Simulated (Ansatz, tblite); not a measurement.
# BMe3 (C3H9B): spin states and exact exchange

Is the singlet the ground state of BMe3 (C3H9B)? Other spin states are computed and compared level by level.

The runs use Ansatz 0.2.0, Gaussian basis; as each input shows.

The runs, in order: triplet, at the geometry of the singlet (GFN1-xTB, GFN2-xTB, PBE0-D4/def2-TZVP, PBE-D4/def2-TZVP, r2SCAN-D4/def2-TZVP); the singlet's energies come from earlier runs.

## (1) The structure

The geometry is that of the singlet, from an earlier relaxation (r2SCAN-D4/def2-SVP).

13 atoms, charge 0, spin multiplicity 1.

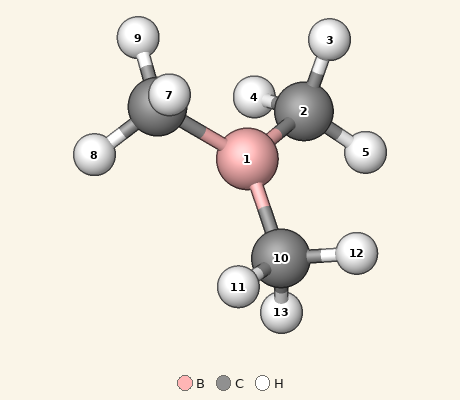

The geometry (boron pink, carbon grey, hydrogen white); atoms are numbered from 1 in the order of the file.

Geometry (Å):

```
B    -0.00003   -0.00004   -0.00406
C     1.57485   -0.03995   -0.01735
H     1.96180    0.51142    0.86051
H     1.95499    0.52669   -0.88779
H     2.02974   -1.04255   -0.02594
C    -0.75299    1.38389   -0.00194
H    -1.41017    1.44302    0.88622
H    -1.44738    1.43024   -0.86172
H    -0.11238    2.27913   -0.02106
C    -0.82188   -1.34397    0.01561
H    -1.91750   -1.23658    0.03479
H    -0.51380   -1.95417    0.88546
H    -0.54526   -1.95714   -0.86272
```

## (2) Triplet at the fixed geometry, GFN1-xTB

Tight binding, by tblite at 300 K electronic temperature and without a spin-polarisation term:

```python
tblite.interface.Calculator('GFN1-xTB', numbers, positions, charge=0, uhf=2).singlepoint()
```

Energy -338.1749 eV; 0.005 s.

## (3) Triplet at the fixed geometry, GFN2-xTB

Tight binding, by tblite at 300 K electronic temperature and without a spin-polarisation term:

```python
tblite.interface.Calculator('GFN2-xTB', numbers, positions, charge=0, uhf=2).singlepoint()
```

Energy -327.2761 eV; 0.003 s.

## (4) Triplet at the fixed geometry, PBE0-D4/def2-TZVP

File in.yaml:

```yaml
crystal:
  periodic: [false, false, false]
  atoms:
    - {symbol: B, position_ang: [-0.000034, -0.000039, -0.004060]}
    - {symbol: C, position_ang: [1.574854, -0.039945, -0.017350]}
    - {symbol: H, position_ang: [1.961799, 0.511416, 0.860509]}
    - {symbol: H, position_ang: [1.954988, 0.526692, -0.887793]}
    - {symbol: H, position_ang: [2.029736, -1.042547, -0.025936]}
    - {symbol: C, position_ang: [-0.752989, 1.383889, -0.001940]}
    - {symbol: H, position_ang: [-1.410170, 1.443022, 0.886217]}
    - {symbol: H, position_ang: [-1.447376, 1.430241, -0.861715]}
    - {symbol: H, position_ang: [-0.112375, 2.279130, -0.021064]}
    - {symbol: C, position_ang: [-0.821883, -1.343971, 0.015609]}
    - {symbol: H, position_ang: [-1.917504, -1.236579, 0.034792]}
    - {symbol: H, position_ang: [-0.513797, -1.954175, 0.885463]}
    - {symbol: H, position_ang: [-0.545259, -1.957135, -0.862722]}
basis:
  gaussian: {orbitals: def2-TZVP}
magnetization: {spin_polarized: true, initial_magnetization: 2}
hamiltonian: {xc: pbe0, dispersion: d4}
scf: {omitted_lower_state_checks: [starts]}
output: {orbitals: {seedname: orbitals}}
```

Run with:

```sh
ansatz run in.yaml --threads 4 --pin off --events-out ev --progress --plain --max-ram 3916MiB
```

Log:

```text
Functional definition: PBE0
  name "PBE0"
  cite "Adamo & Barone, J. Chem. Phys. 110, 6158 (1999) doi:10.1063/1.478522"
  cite "Perdew, Burke & Ernzerhof, Phys. Rev. Lett. 77, 3865 (1996) doi:10.1103/PhysRevLett.77.3865"
  parent pbe
  parameter a = 0.25
  parameter kappa = 0.804
  parameter beta = 0.06672455060314922
  exchange = (1 - a)*pbe_x(kappa = kappa, mu = beta*pi^2/3) + a*exact_x
  correlation = pbe_c(beta = beta)
these checks for a lower state are left out or cut short: starts
1105 factors; their error is unknown
mean field evaluation 1: about -3914.3713 eV, gradient 4.7e1 eV
mean field evaluation 2: about -3909.9209 eV, gradient 5.3e1 eV
mean field evaluation 4: about -3925.1501 eV, gradient 2.0e0 eV
mean field evaluation 8: about -3925.1699 eV, gradient 2.6e-1 eV
mean field evaluation 16: about -3925.1567 eV, gradient 7.9e-2 eV
mean field -3925.15736792 eV, -144.2468727038 hartree, gradient 6.4e-6 eV, S^2 2.005351; 0 other end points of the search recorded, 0 dependent functions left out
reference -3925.15740463 eV, -144.2468740531 hartree; 17, 15 occupied and 161, 163 virtual orbitals, 1105 factors
Total energy: -3925.32506251 eV, -144.2530353663 hartree
Checks for a lower state left out: starts
```

It took 7.5 s on 4 threads of Arm Neoverse V1, shared host; peak memory 0.59 GiB.

Report: HOMO -2.65 eV, LUMO -6.17 eV (over both spins; with the spin held, an empty level of the minority spin lies below the top filled one); ⟨S²⟩ 2.005 (pure: 2.00).

## (5) Triplet at the fixed geometry, PBE-D4/def2-TZVP

start.molden holds the orbitals of an earlier run on this state, given as this run's starting guess.

Changes to in.yaml since step 4:

```diff
@@ -17,5 +17,5 @@
 basis:
-  gaussian: {orbitals: def2-TZVP}
+  gaussian: {orbitals: def2-TZVP, initial_orbitals: start.molden}
 magnetization: {spin_polarized: true, initial_magnetization: 2}
-hamiltonian: {xc: pbe0, dispersion: d4}
+hamiltonian: {xc: pbe, dispersion: d4}
 scf: {omitted_lower_state_checks: [starts]}
```

Launched as before.

Log:

```text
Functional definition: PBE
  name "PBE"
  cite "Perdew, Burke & Ernzerhof, Phys. Rev. Lett. 77, 3865 (1996) doi:10.1103/PhysRevLett.77.3865"
  parent pbe
  parameter kappa = 0.804
  parameter beta = 0.06672455060314922
  exchange = pbe_x(kappa = kappa, mu = beta*pi^2/3)
  correlation = pbe_c(beta = beta)
these checks for a lower state are left out or cut short: starts
1105 factors; their error is unknown
mean field evaluation 1: about -3924.4592 eV, gradient 5.3e0 eV
mean field evaluation 2: about -3924.5494 eV, gradient 1.2e-1 eV
mean field evaluation 4: about -3924.5133 eV, gradient 5.8e-3 eV
mean field evaluation 8: about -3924.5133 eV, gradient 2.6e-5 eV
mean field evaluation 16: about -3924.5133 eV, gradient 9.8e-6 eV
mean field -3924.51327934 eV, -144.2232028850 hartree, gradient 9.8e-6 eV, S^2 2.003831; 0 other end points of the search recorded, 0 dependent functions left out
reference -3924.51332914 eV, -144.2232047154 hartree; 17, 15 occupied and 161, 163 virtual orbitals, 1105 factors
Total energy: -3924.71324919 eV, -144.2305516416 hartree
Checks for a lower state left out: starts
```

Wall time 6 s (4 threads of Arm Neoverse V1, shared host).

HOMO -1.63 eV, LUMO -7.00 eV (over both spins; with the spin held, an empty level of the minority spin lies below the top filled one); ⟨S²⟩ 2.004 (pure: 2.00).

## (6) Triplet at the fixed geometry, r2SCAN-D4/def2-TZVP

Changes to in.yaml since step 5:

```diff
@@ -19,3 +19,3 @@
 magnetization: {spin_polarized: true, initial_magnetization: 2}
-hamiltonian: {xc: pbe, dispersion: d4}
+hamiltonian: {xc: r2scan, dispersion: d4}
 scf: {omitted_lower_state_checks: [starts]}
```

Same command.

Log:

```text
Functional definition: r2SCAN
  name "r2SCAN"
  cite "Furness, Kaplan, Ning, Perdew & Sun, J. Phys. Chem. Lett. 11, 8208 (2020) doi:10.1021/acs.jpclett.0c02405"
  cite "Furness, Kaplan, Ning, Perdew & Sun, J. Phys. Chem. Lett. 11, 9248 (2020) doi:10.1021/acs.jpclett.0c03077"
  parent r2scan
  parameter k0 = 0.174
  parameter k1 = 0.065
  parameter a1 = 4.9479
  exchange = r2scan_x(k0 = k0, k1 = k1, a1 = a1)
  correlation = r2scan_c
these checks for a lower state are left out or cut short: starts
1105 factors; their error is unknown
mean field evaluation 1: about -3927.8800 eV, gradient 3.1e0 eV
mean field evaluation 2: about -3927.9210 eV, gradient 4.4e-2 eV
mean field evaluation 4: about -3927.8903 eV, gradient 8.0e-4 eV
mean field evaluation 8: about -3927.8903 eV, gradient 8.6e-6 eV
mean field -3927.89028769 eV, -144.3473056528 hartree, gradient 7.3e-6 eV, S^2 2.008296; 0 other end points of the search recorded, 0 dependent functions left out
reference -3927.89030378 eV, -144.3473062443 hartree; 17, 15 occupied and 161, 163 virtual orbitals, 1105 factors
Total energy: -3927.94210942 eV, -144.3492100662 hartree
Checks for a lower state left out: starts
```

Run time: 11 s. Hardware: 4 threads of Arm Neoverse V1, shared host.

HOMO -1.89 eV, LUMO -6.87 eV (over both spins; with the spin held, an empty level of the minority spin lies below the top filled one); ⟨S²⟩ 2.008 (pure: 2.00).

## (7) Triplet less singlet, vertical

The singlet's energies are those of its earlier runs, whose logs aren't repeated here.

```
              level  triplet less singlet, vertical (eV)     time
           GFN1-xTB                               +5.642   0.01 s
           GFN2-xTB                               +5.399  0.006 s
   PBE-D4/def2-TZVP                               +5.569    7.3 s
r2SCAN-D4/def2-TZVP                               +5.662     13 s
  PBE0-D4/def2-TZVP                               +5.882     11 s
```

Times add the two runs; a level without a time comes out of a correlated run. Tight binding without a spin term can't rank spin states.

## (8) Results

```
                                                quantity                                   value
triplet less singlet, vertical, functionals in def2-TZVP  +5.569 (PBE-D4) to +5.882 eV (PBE0-D4)
```

In words: All functionals put the triplet above the singlet, over a spread of 0.313 eV. The checks for a lower triplet were left out, so another state of that spin may lie lower. These are electronic energies, without zero-point motion, entropy or surroundings.
